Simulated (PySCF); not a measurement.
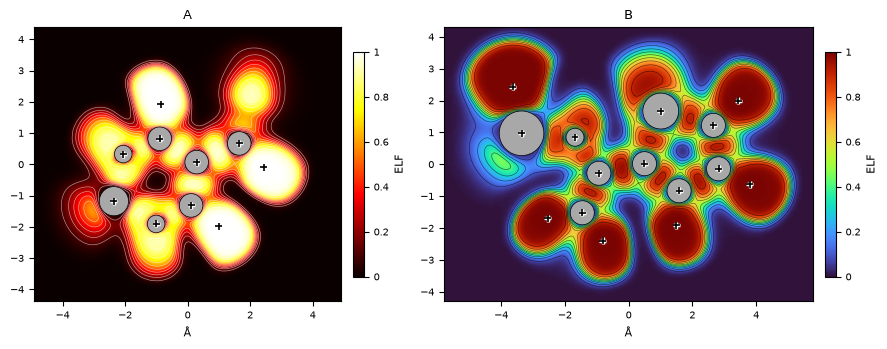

The ELF of 2 systems, each on a plane through atoms (crosses mark nuclei in the plane; grey discs cover the cores).

The calculation used PBE0/pcSseg-1, SCF density, gas phase, non-relativistic in PySCF 2.14.0.

System 1: C₆H₈OSSi (SMILES C=C(O[SiH3])c1cccs1), the plane of atoms H10, C1 and H11. Geometry: PBE0-D3(BJ)/def2-SVP.

| atom | x (Å) | y (Å) | z (Å) |
| --- | --- | --- | --- |
| C | 1.2183 | -1.3055 | -1.7149 |
| C | 0.6312 | -0.4781 | -0.8330 |
| O | 1.3164 | 0.3263 | 0.0167 |
| Si | 2.9848 | 0.4770 | 0.1695 |
| C | -0.8148 | -0.3294 | -0.6695 |
| C | -1.8518 | -0.9772 | -1.3063 |
| C | -3.1259 | -0.5426 | -0.8631 |
| C | -3.0400 | 0.4280 | 0.1042 |
| S | -1.4145 | 0.8160 | 0.4791 |
| H | 2.3045 | -1.3816 | -1.7949 |
| H | 0.6196 | -1.9272 | -2.3789 |
| H | 3.5825 | 0.9477 | -1.1142 |
| H | 3.1772 | 1.4829 | 1.2449 |
| H | 3.5905 | -0.8327 | 0.5497 |
| H | -1.7001 | -1.7433 | -2.0673 |
| H | -4.0712 | -0.9326 | -1.2428 |
| H | -3.8554 | 0.9354 | 0.6182 |

System 2: C₆H₉BO₂, the plane of atoms B1, O9 and C8. Geometry: PBE0-D3(BJ)/def2-SVP.

```json
{"atom": "B", "x (Å)": "5.4094", "y (Å)": "0.5745", "z (Å)": "-0.4343"}
{"atom": "O", "x (Å)": "4.5856", "y (Å)": "-0.2544", "z (Å)": "0.5606"}
{"atom": "C", "x (Å)": "3.3320", "y (Å)": "-0.1464", "z (Å)": "0.6955"}
{"atom": "C", "x (Å)": "2.5119", "y (Å)": "0.7106", "z (Å)": "-0.0435"}
{"atom": "C", "x (Å)": "1.0446", "y (Å)": "0.7606", "z (Å)": "0.1921"}
{"atom": "C", "x (Å)": "0.2567", "y (Å)": "2.0364", "z (Å)": "0.0658"}
{"atom": "C", "x (Å)": "0.0596", "y (Å)": "0.9384", "z (Å)": "-0.9321"}
{"atom": "C", "x (Å)": "3.1758", "y (Å)": "1.4763", "z (Å)": "-1.0073"}
{"atom": "O", "x (Å)": "4.4226", "y (Å)": "1.4491", "z (Å)": "-1.2231"}
{"atom": "H", "x (Å)": "5.9534", "y (Å)": "-0.1860", "z (Å)": "-1.2129"}
{"atom": "H", "x (Å)": "6.1513", "y (Å)": "1.3073", "z (Å)": "0.1951"}
{"atom": "H", "x (Å)": "2.8866", "y (Å)": "-0.7998", "z (Å)": "1.4631"}
{"atom": "H", "x (Å)": "0.7259", "y (Å)": "0.0877", "z (Å)": "0.9948"}
{"atom": "H", "x (Å)": "-0.5338", "y (Å)": "2.2310", "z (Å)": "0.7952"}
{"atom": "H", "x (Å)": "0.7970", "y (Å)": "2.9343", "z (Å)": "-0.2500"}
{"atom": "H", "x (Å)": "-0.8691", "y (Å)": "0.3627", "z (Å)": "-0.9018"}
{"atom": "H", "x (Å)": "0.4632", "y (Å)": "1.0737", "z (Å)": "-1.9403"}
{"atom": "H", "x (Å)": "2.6135", "y (Å)": "2.1673", "z (Å)": "-1.6554"}
```

Which map belongs to which system?

Panel A is system 2, C₆H₉BO₂: the plane holds B, O, C and H. C–O (1.27 Å): the ELF peaks at about 0.90 between the atoms: a short, strongly polar bond. Panel B is system 1, C₆H₈OSSi: the plane holds C, O, Si, S and H. C–C (1.34 Å): the ELF peaks at about 0.95 between the atoms; a multiple bond.
